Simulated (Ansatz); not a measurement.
**Ligand exchange: CH3Br + SnH2(CH3)(SiH3) → SiH3Br + SnH2(CH3)2**

Gas-phase species: CH3Br (bromomethane) `CBr`, singlet; SnH2(CH3)(SiH3), singlet; SiH3Br `[SiH3]Br`, singlet; SnH2(CH3)2, singlet. The partners trade CH3 for SiH3: Br–CH3 and Sn–SiH3 bonds give way to Br–SiH3 and Sn–CH3.

Shapes, held fixed at every level: PBE0-D4/def2-TZVP. Programs: Ansatz 0.2.0. The zero-point and thermal change to 298 K, harmonic and unscaled (PBE0-D4/def2-TZVP), is -1.3 kJ/mol.

```json
{"level": "PBE-D4/def2-TZVPP", "kind": "GGA", "ΔH(298 K) (kJ/mol)": "-90.1", "less CCSD(T)/def2-TZVPP": "+14.3"}
{"level": "BHLYP-D4/def2-TZVPP", "kind": "global hybrid", "ΔH(298 K) (kJ/mol)": "-104.8", "less CCSD(T)/def2-TZVPP": "-0.4"}
{"level": "r2SCAN0-D4/def2-TZVPP", "kind": "global hybrid", "ΔH(298 K) (kJ/mol)": "-104.2", "less CCSD(T)/def2-TZVPP": "+0.2"}
{"level": "B2PLYP/def2-TZVPP", "kind": "double hybrid", "ΔH(298 K) (kJ/mol)": "-104.2", "less CCSD(T)/def2-TZVPP": "+0.2"}
{"level": "MP2/def2-SVP", "kind": "perturbation theory", "ΔH(298 K) (kJ/mol)": "-108.8", "less CCSD(T)/def2-TZVPP": "-4.4"}
{"level": "CCSD(T)/def2-SVP", "kind": "coupled cluster or CI", "ΔH(298 K) (kJ/mol)": "-98.7", "less CCSD(T)/def2-TZVPP": "+5.7"}
{"level": "CCSD/def2-SVP", "kind": "coupled cluster or CI", "ΔH(298 K) (kJ/mol)": "-100.3", "less CCSD(T)/def2-TZVPP": "+4.1"}
{"level": "CCSD(T)/def2-TZVPP", "kind": "coupled cluster or CI", "ΔH(298 K) (kJ/mol)": "-104.4", "less CCSD(T)/def2-TZVPP": "0.0"}
```

The highest level, CCSD(T)/def2-TZVPP, gives ΔH(298 K) = -104.4 kJ/mol; the levels span -108.8 to -90.1. The column of differences is taken from that level and isn't an error. No measured value is set beside it here. For atoms past krypton def2 sets carry core potentials with scalar relativity. Relativity is left out for Br. Outer-core shells of Br, Sn are correlated, in sets that cover them unevenly.

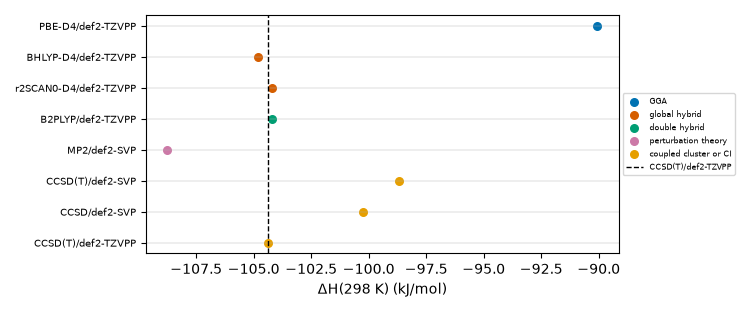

The values of the table, level by level.
